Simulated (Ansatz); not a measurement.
**AsF (singlet): one geometry, many settings**

Aim: run AsF (singlet) at one geometry under a spread of methods and options, and see what each costs and gives.

Program: Ansatz 0.2.0, Gaussian basis. Level of theory: the settings change from run to run. These are calculated values, not measurements.

15 further runs of the same task are left out: 6 that didn't finish, 9 set aside as unsound or not needed. Runs told in other sessions of the task aren't counted.

## 1. The system

The geometry is a PBE0/def2-TZVPD stationary point (not a proven minimum) of the parent state, kept for this charge and spin. No spin-orbit coupling is included. The filled d shell of As may be among the frozen orbitals whatever the setting's name suggests.

2 atoms, charge 0, spin multiplicity 1.

Atoms are counted from 1 here; the program's logs count them from 0.

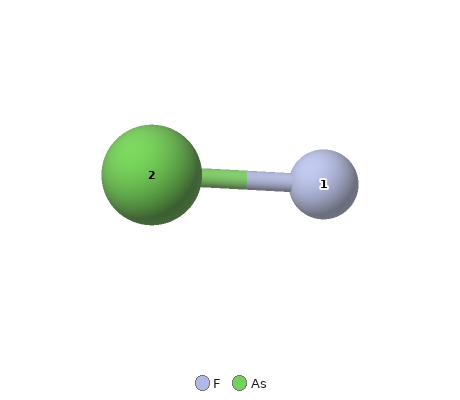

The geometry (fluorine light blue, arsenic green); atoms are numbered from 1 in the order of the file.

## 2. CISD/aug-cc-pVDZ

File in.yaml:

```yaml
crystal:
  periodic: [false, false, false]
  atoms:
    - {symbol: F, position_ang: [0.000000, 0.000000, 0.000000]}
    - {symbol: As, position_ang: [0.000000, 0.000000, 1.847000]}
basis:
  gaussian: {orbitals: aug-cc-pVDZ}
hamiltonian: {pseudopotentials: {relativity: scalar}}
correlation: {active_space: {ras: {orbitals: [6, 0, 38], electrons: 12, max_holes: 2, max_particles: 2}, fixed_orbitals: true}}
output: {forces: true}
```

The run is started by

```bash
> ansatz run in.yaml --threads 1 --pin off --events-out ev --progress --plain --max-ram 2393MiB
```

Log:

```text
Functional definition: HF
  name "HF"
  cite "Fock, Z. Phys. 61, 126 (1930) doi:10.1007/BF01340294"
  parent pbe
  exchange = exact_x
  correlation = 0
635 factors; integrals over basis functions are off by at most 7.5e-4 eV
mean field evaluation 1: about -64027.8584 eV, gradient 2.7e1 eV
mean field evaluation 2: about -64027.8659 eV, gradient 2.7e1 eV
mean field evaluation 4: about -64029.3896 eV, gradient 1.5e0 eV
mean field evaluation 8: about -64029.4024 eV, gradient 4.7e-4 eV
mean field evaluation 16: about -64029.4024 eV, gradient 1.9e-2 eV
mean field -64029.40241102 eV, -2353.0371379173 hartree, gradient 1.3e-6 eV, S^2 0.000000; 2 other end points of the search recorded, 0 dependent functions left out
reference -64029.40241102 eV, -2353.0371379173 hartree; 21, 21 occupied and 38, 38 virtual orbitals, 635 factors
state -64037.31567133 eV, -2353.3279448700 hartree
the calculation of the forces begins
Total energy: -64037.31567133 eV, -2353.3279448700 hartree
Relativity: scalar
Atom 0 at     0.000000     0.000000     0.000000 Å, force     0.000000     0.000000     1.920815 eV/Å
Atom 1 at     0.000000     0.000000     1.847000 Å, force    -0.000000    -0.000000    -1.920815 eV/Å
Dipole moment:    -0.000000    -0.000000     0.482830 e Å
```

Wall time 3.5 s (1 thread of Arm Neoverse V1, shared host).

From the report: 19,303 determinants.

## 3. CISD/STO-3G

File in.yaml:

```yaml
crystal:
  periodic: [false, false, false]
  atoms:
    - {symbol: F, position_ang: [0.000000, 0.000000, 0.000000]}
    - {symbol: As, position_ang: [0.000000, 0.000000, 1.847000]}
basis:
  gaussian: {orbitals: STO-3G}
correlation: {active_space: {ras: {orbitals: [6, 0, 2], electrons: 12, max_holes: 2, max_particles: 2}, fixed_orbitals: true}}
```

Launched as before.

Log:

```text
Functional definition: HF
  name "HF"
  cite "Fock, Z. Phys. 61, 126 (1930) doi:10.1007/BF01340294"
  parent pbe
  exchange = exact_x
  correlation = 0
243 factors; integrals over basis functions are off by at most 2.9e-5 eV
mean field evaluation 1: about -62780.8512 eV, gradient 1.4e1 eV
mean field evaluation 2: about -62780.8887 eV, gradient 1.4e1 eV
mean field evaluation 4: about -62782.1115 eV, gradient 1.3e0 eV
mean field evaluation 8: about -62782.1372 eV, gradient 1.0e-5 eV
mean field evaluation 16: about -62782.1182 eV, gradient 2.5e0 eV
mean field -62782.13718959 eV, -2307.2009864565 hartree, gradient 8.6e-6 eV, S^2 0.000000; 3 other end points of the search recorded, 0 dependent functions left out
reference -62782.13718959 eV, -2307.2009864565 hartree; 21, 21 occupied and 2, 2 virtual orbitals, 243 factors
state -62783.89670456 eV, -2307.2656474389 hartree
Total energy: -62783.89670456 eV, -2307.2656474389 hartree
```

It took 0.21 s on 1 thread of Arm Neoverse V1, shared host.

From the report: 55 determinants.

## 4. MP2 on UHF/aug-cc-pVDZ

File in.yaml:

```yaml
crystal:
  periodic: [false, false, false]
  atoms:
    - {symbol: F, position_ang: [0.000000, 0.000000, 0.000000]}
    - {symbol: As, position_ang: [0.000000, 0.000000, 1.847000]}
basis:
  gaussian: {orbitals: aug-cc-pVDZ}
magnetization: {spin_polarized: true, initial_magnetization: 0}
correlation: {method: mp2, electrons: valence}
accuracy: high
```

Launched as before.

Log, shortened:

```text
Functional definition: HF
  name "HF"
  cite "Fock, Z. Phys. 61, 126 (1930) doi:10.1007/BF01340294"
  parent pbe
[...]
1047 factors; integrals over basis functions are off by at most 4.5e-9 eV
[...]
mean field -63500.67476695 eV, -2333.6067553823 hartree, gradient 1.4e-8 eV, S^2 1.028555; 9 other end points of the search recorded, 0 dependent functions left out
10 core orbitals not correlated: weight in the atoms' cores, before any rotation towards them, 1.000 or more for the frozen orbitals, at most 0.000 for the correlated occupied ones
reference -63500.67476695 eV, -2333.6067553823 hartree; 11, 11 occupied and 38, 38 virtual orbitals, 1047 factors
second order -8.15729957 eV of doubles, -0.00000000 eV of singles
Total energy: -63508.83206653 eV, -2333.9065306124 hartree
```

Wall time 8 s (1 thread of Arm Neoverse V1, shared host).

From the report: ⟨S²⟩ of the determinant 1.029 (pure singlet: 0.00). The determinant of MP2 (⟨S²⟩ 1.03) is far from a pure spin state, so its energy mixes those of several spin states; that is harmless only where they are near-degenerate.

## 5. HF/def2-SVPD

File in.yaml:

```yaml
crystal:
  periodic: [false, false, false]
  atoms:
    - {symbol: F, position_ang: [0.000000, 0.000000, 0.000000]}
    - {symbol: As, position_ang: [0.000000, 0.000000, 1.847000]}
basis:
  gaussian: {orbitals: def2-SVPD}
magnetization: {spin_polarized: true, initial_magnetization: 0}
hamiltonian: {xc: hf}
output: {orbitals: {seedname: orbitals}}
```

The command is unchanged.

Log:

```text
Functional definition: HF
  name "HF"
  cite "Fock, Z. Phys. 61, 126 (1930) doi:10.1007/BF01340294"
  parent pbe
  exchange = exact_x
  correlation = 0
580 factors; integrals over basis functions are off by at most 1.0e-3 eV
mean field evaluation 1: about -63488.3859 eV, gradient 1.9e1 eV
mean field evaluation 2: about -63488.4282 eV, gradient 1.9e1 eV
mean field evaluation 4: about -63489.8925 eV, gradient 1.0e0 eV
mean field evaluation 8: about -63489.9062 eV, gradient 1.5e-3 eV
mean field evaluation 16: about -63491.4038 eV, gradient 5.0e-2 eV
mean field evaluation 32: about -63491.2369 eV, gradient 3.8e0 eV
mean field -63491.40389495 eV, -2333.2660571200 hartree, gradient 8.6e-6 eV, S^2 1.029785; 2 other end points of the search recorded, 0 dependent functions left out
reference -63491.40389495 eV, -2333.2660571200 hartree; 21, 21 occupied and 40, 40 virtual orbitals, 580 factors
Total energy: -63491.40389495 eV, -2333.2660571200 hartree
```

Run time: 1.6 s. Hardware: 1 thread of Arm Neoverse V1, shared host.

From the report: ⟨S²⟩ of the determinant 1.030 (pure singlet: 0.00). The determinant of HF (⟨S²⟩ 1.03) is far from a pure spin state, so its energy mixes those of several spin states; that is harmless only where they are near-degenerate.

## 6. CCSD on UHF/cc-pVTZ

File in.yaml:

```yaml
crystal:
  periodic: [false, false, false]
  atoms:
    - {symbol: F, position_ang: [0.000000, 0.000000, 0.000000]}
    - {symbol: As, position_ang: [0.000000, 0.000000, 1.847000]}
basis:
  gaussian: {orbitals: cc-pVTZ}
magnetization: {spin_polarized: true, initial_magnetization: 0}
correlation: {method: ccsd, electrons: outside_noble_gas}
accuracy: high
scf: {omitted_lower_state_checks: [cluster_reference]}
```

Same command.

Log, shortened:

```text
Functional definition: HF
  name "HF"
  cite "Fock, Z. Phys. 61, 126 (1930) doi:10.1007/BF01340294"
  parent pbe
[...]
955 factors; integrals over basis functions are off by at most 3.8e-9 eV
[...]
mean field -63503.23327000 eV, -2333.7007786350 hartree, gradient 1.3e-8 eV, S^2 1.031952; 7 other end points of the search recorded, 0 dependent functions left out
15 core orbitals not correlated: weight in the atoms' cores, before any rotation towards them, 0.999 or more for the frozen orbitals, at most 0.001 for the correlated occupied ones
reference -63503.23327000 eV, -2333.7007786350 hartree; 6, 6 occupied and 52, 52 virtual orbitals, 955 factors
second order -9.31716823 eV of doubles, -0.00000000 eV of singles
cycle   1  -9.27824599 eV  change    3.9e-2 eV  update   9.6e-2
[...]
cycle  33  -9.73229424 eV  change  -3.2e-10 eV  update  8.7e-10
WARN: the results are in doubt because among natural orbitals full CI differs from the method by +0.358 eV
Total energy: -63512.96556424 eV, -2334.0584338517 hartree
In doubt: among natural orbitals full CI differs from the method by +0.358 eV
Checks for a lower state left out: cluster_reference
```

It took 14 s on 1 thread of Arm Neoverse V1, shared host; peak memory 0.29 GiB.

From the report: ⟨S²⟩ of the determinant 1.032 (pure singlet: 0.00); correlation -9.7323 eV; T1 0.021; largest double amplitude 0.19. The determinant of CCSD (⟨S²⟩ 1.03) is far from a pure spin state, so its energy mixes those of several spin states; that is harmless only where they are near-degenerate. Mind the lines of doubt at the end of the log.

## 7. CCSD/aug-cc-pVDZ

File in.yaml:

```yaml
crystal:
  periodic: [false, false, false]
  atoms:
    - {symbol: F, position_ang: [0.000000, 0.000000, 0.000000]}
    - {symbol: As, position_ang: [0.000000, 0.000000, 1.847000]}
basis:
  gaussian: {orbitals: aug-cc-pVDZ}
magnetization: {spin_polarized: false}
hamiltonian: {xc: {name: r2SCAN}}
correlation: {method: ccsd, electrons: outside_noble_gas, diis_vectors: 2}
scf: {omitted_lower_state_checks: [cluster_reference]}
```

The command is unchanged.

Log, shortened:

```text
Functional definition: r2SCAN
  name "r2SCAN"
  cite "Furness, Kaplan, Ning, Perdew & Sun, J. Phys. Chem. Lett. 11, 8208 (2020) doi:10.1021/acs.jpclett.0c02405"
  cite "Furness, Kaplan, Ning, Perdew & Sun, J. Phys. Chem. Lett. 11, 9248 (2020) doi:10.1021/acs.jpclett.0c03077"
  parent r2scan
[...]
638 factors; integrals over basis functions are off by at most 7.5e-4 eV
[...]
mean field -63553.98096044 eV, -2335.5657218605 hartree, gradient 1.1e-6 eV, S^2 0.000000; 3 other end points of the search recorded, 0 dependent functions left out; unrestricted orbitals would lower it
15 core orbitals not correlated: weight in the atoms' cores, before any rotation towards them, 0.999 or more for the frozen orbitals, at most 0.001 for the correlated occupied ones
reference -63498.51124428 eV, -2333.5272473904 hartree; 6, 6 occupied and 38, 38 virtual orbitals, 638 factors
second order -8.81112445 eV of doubles, -0.42522971 eV of singles
cycle   1  -8.40807975 eV  change    7.9e-1 eV  update   1.6e-1
[...]
cycle  23  -9.10424980 eV  change   -4.6e-6 eV  update   4.1e-6
WARN: the results are in doubt because among natural orbitals full CI differs from the method by -0.103 eV
Total energy: -63507.61549408 eV, -2333.8618223994 hartree
In doubt: among natural orbitals full CI differs from the method by -0.103 eV
Checks for a lower state left out: cluster_reference
```

Run time: 7 s. Hardware: 1 thread of Arm Neoverse V1, shared host.

From the report: correlation -9.1042 eV; T1 0.018; largest double amplitude 0.26. The orbitals are Kohn-Sham ones, so correlation energy and T1 don't compare with those on Hartree-Fock orbitals. The program marks this result as in doubt; its last lines say why.

## 8. NEVPT2(4,8)/6-31G

File in.yaml:

```yaml
crystal:
  periodic: [false, false, false]
  atoms:
    - {symbol: F, position_ang: [0.000000, 0.000000, 0.000000]}
    - {symbol: As, position_ang: [0.000000, 0.000000, 1.847000]}
basis:
  gaussian: {orbitals: 6-31G}
correlation: {method: sc_nevpt2, electrons: outside_noble_gas, active_space: {window: {electrons: 4, orbitals: 8}}}
```

Launched as before.

Log, shortened:

```text
Functional definition: HF
  name "HF"
  cite "Fock, Z. Phys. 61, 126 (1930) doi:10.1007/BF01340294"
  parent pbe
[...]
333 factors; integrals over basis functions are off by at most 5.9e-4 eV
[...]
mean field -63489.63339608 eV, -2333.2009924868 hartree, gradient 3.5e-6 eV, S^2 0.000000; 3 other end points of the search recorded, 0 dependent functions left out; unrestricted orbitals would lower it
reference -63489.63339608 eV, -2333.2009924868 hartree; 21, 21 occupied and 17, 17 virtual orbitals, 333 factors
state -63491.49076837 eV, -2333.2692496596 hartree
state -63491.49076837 eV, -2333.2692496596 hartree; corrected -63494.01222866 eV, -2333.3619116159 hartree
state -63491.01927408 eV, -2333.2519225639 hartree
state -63491.01927408 eV, -2333.2519225639 hartree; corrected -63494.56096521 eV, -2333.3820773121 hartree
state -63491.01927408 eV, -2333.2519225639 hartree; corrected -63494.56096521 eV, -2333.3820773121 hartree
the orbitals are reached from a further start. From the first start the search ends at -63491.49068799 eV, -2333.2692467055 hartree
WARN: the results are in doubt because another end's mean lies 0.471 eV lower, and its corrected mean 0.549 eV higher
Total energy: -63494.56096521 eV, -2333.3820773121 hartree
In doubt: another end's mean lies 0.471 eV lower, and its corrected mean 0.549 eV higher
```

Wall time 6 s (1 thread of Arm Neoverse V1, shared host).

From the report: 394 determinants; active occupations 1.96, 1.04, 0.96, 0.04, 0.00, 0.00, 0.00, 0.00. The program marks this result as in doubt; its last lines say why.

## 9. CASCI(12,7)/cc-pVDZ

File in.yaml:

```yaml
crystal:
  periodic: [false, false, false]
  atoms:
    - {symbol: F, position_ang: [0.000000, 0.000000, 0.000000]}
    - {symbol: As, position_ang: [0.000000, 0.000000, 1.847000]}
basis:
  gaussian: {orbitals: cc-pVDZ, fitting: {mean_field: def2-universal-jkfit}}
correlation: {active_space: {window: {electrons: 12, orbitals: 7}, fixed_orbitals: true, states: [{multiplicity: 1, weights: [1, 1]}], root: 0}}
scf: {lower_state_search: off}
```

The command is unchanged.

Log:

```text
Functional definition: HF
  name "HF"
  cite "Fock, Z. Phys. 61, 126 (1930) doi:10.1007/BF01340294"
  parent pbe
  exchange = exact_x
  correlation = 0
these checks for a lower state are left out or cut short: stability, starts, cluster_reference, orbital_swaps, neighbouring_geometries, increment
343 factors; integrals over basis functions are off by at most 1.9e-1 eV
mean field evaluation 1: about -63497.3366 eV, gradient 2.6e1 eV
mean field evaluation 2: about -63498.0359 eV, gradient 2.1e1 eV
mean field evaluation 4: about -63498.6751 eV, gradient 3.8e-1 eV
mean field evaluation 8: about -63498.6763 eV, gradient 1.2e-6 eV
mean field -63498.67629661 eV, -2333.5333129518 hartree, gradient 1.2e-6 eV, S^2 0.000000; 0 other end points of the search recorded, 0 dependent functions left out
reference -63498.67629661 eV, -2333.5333129518 hartree; 21, 21 occupied and 20, 20 virtual orbitals, 343 factors
state -63499.11118685 eV, -2333.5492948731 hartree
state -63499.10239136 eV, -2333.5489716452 hartree
Total energy: -63499.11118685 eV, -2333.5492948731 hartree
Checks for a lower state left out: stability, starts, cluster_reference, orbital_swaps, neighbouring_geometries, increment
```

Run time: 0.18 s. Hardware: 1 thread of Arm Neoverse V1, shared host.

From the report: 17 determinants; active occupations (of the averaged states) 2.00, 2.00, 2.00, 2.00, 2.00, 1.22, 0.78.

## 10. CCSD on UHF/def2-mTZVP

File in.yaml:

```yaml
crystal:
  periodic: [false, false, false]
  atoms:
    - {symbol: F, position_ang: [0.000000, 0.000000, 0.000000]}
    - {symbol: As, position_ang: [0.000000, 0.000000, 1.847000]}
basis:
  gaussian: {orbitals: def2-mTZVP}
magnetization: {spin_polarized: true, initial_magnetization: 0}
correlation: {method: ccsd, electrons: valence}
```

Launched as before.

Log, shortened:

```text
Functional definition: HF
  name "HF"
  cite "Fock, Z. Phys. 61, 126 (1930) doi:10.1007/BF01340294"
  parent pbe
[...]
519 factors; integrals over basis functions are off by at most 7.6e-4 eV
[...]
mean field -63502.00086525 eV, -2333.6554885957 hartree, gradient 6.2e-7 eV, S^2 1.021386; 7 other end points of the search recorded, 0 dependent functions left out
determinant -63502.00086525 eV, -2333.6554885957 hartree, with singles and doubles -63512.51677572 eV, -2334.0419411775 hartree
determinant -63500.55035553 eV, -2333.6021833469 hartree, with singles and doubles -63511.54290477 eV, -2334.0061520803 hartree
10 core orbitals not correlated: weight in the atoms' cores, before any rotation towards them, 1.000 or more for the frozen orbitals, at most 0.000 for the correlated occupied ones
reference -63502.00086525 eV, -2333.6554885957 hartree; 11, 11 occupied and 34, 34 virtual orbitals, 519 factors
second order -10.35199075 eV of doubles, -0.00000000 eV of singles
cycle   1  -10.52385110 eV  change   -7.9e-3 eV  update   8.5e-3
[...]
cycle  11  -10.55440183 eV  change   -5.9e-6 eV  update   2.7e-6
WARN: the results are in doubt because among natural orbitals full CI differs from the method by +0.985 eV
Total energy: -63512.55526708 eV, -2334.0433557089 hartree
In doubt: among natural orbitals full CI differs from the method by +0.985 eV
```

Run time: 9.5 s. Hardware: 1 thread of Arm Neoverse V1, shared host.

From the report: ⟨S²⟩ of the determinant 1.021 (pure singlet: 0.00); correlation -10.5544 eV; T1 0.016; largest double amplitude 0.23. The determinant of CCSD (⟨S²⟩ 1.02) is far from a pure spin state, so its energy mixes those of several spin states; that is harmless only where they are near-degenerate. The program marks this result as in doubt; its last lines say why.

## 11. The runs in one table

 † marks a result that the program doubts.

```csv
level,correlated,functions,energy (eV),time
CISD/aug-cc-pVDZ (relativity set),outside noble gas,59,-64037.3157,3.5 s
CISD/STO-3G,outside noble gas,23,-62783.8967,0.21 s
MP2 on UHF/aug-cc-pVDZ,valence,59,-63508.8321,8 s
HF/def2-SVPD,,61,-63491.4039,1.6 s
CCSD on UHF/cc-pVTZ †,outside noble gas,73,-63512.9656,14 s
CCSD/aug-cc-pVDZ (on r2SCAN orbitals) †,outside noble gas,59,-63507.6155,7 s
"NEVPT2(4,8)/6-31G †",outside noble gas,38,-63494.5610,6 s
"CASCI(12,7)/cc-pVDZ (lowest root of an average)",,41,-63499.1112,0.18 s
CCSD on UHF/def2-mTZVP †,valence,55,-63512.5553,9.5 s
```

## 12. Outcome

```
quantity                                                    value
    runs                                                        9
quickest  CASCI(12,7)/cc-pVDZ (lowest root of an average), 0.18 s
 slowest                              CCSD on UHF/cc-pVTZ †, 14 s
```

**Reading.** Total energies in different bases, with other cores or another treatment of relativity can't be set against each other. «valence» and «outside noble gas» are the program's key words; the logs give how many orbitals each freezes, and for Ga to Kr the 3d shell needn't follow the word's plain sense. CCSD on UHF/cc-pVTZ † took 78 times as long as CASCI(12,7)/cc-pVDZ (lowest root of an average); the jobs differ in more than the method.
